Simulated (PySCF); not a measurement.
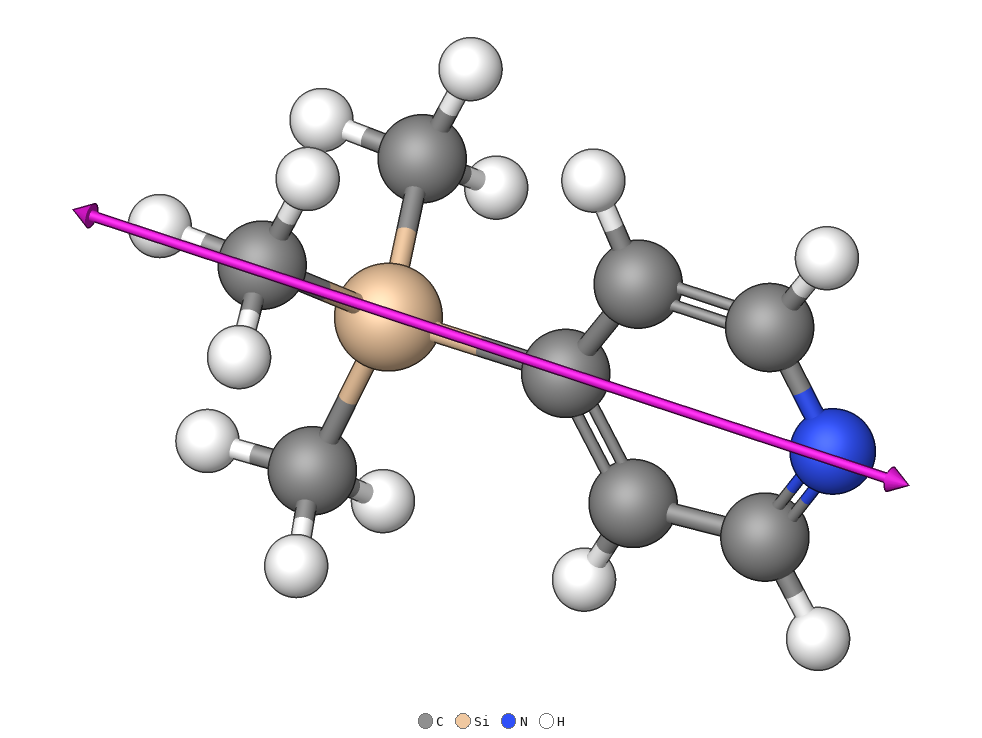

The double arrow shows the direction of the transition dipole to excited singlet state 8 (its length means nothing). The computed structure is the end point of a PBE0-D3(BJ)/def2-SVP optimisation. No frequency run is at hand to confirm it as a minimum. Method: TDDFT PBE0/def2-SVPD, vertical, gas phase, core orbitals frozen in the response (PySCF 2.14.0).

Give its energy, strength and character.

Answer. 6.79 eV (183 nm), oscillator strength 0.16, mainly HOMO → LUMO+2 (weight 0.51); transition dipole 2.51 D.
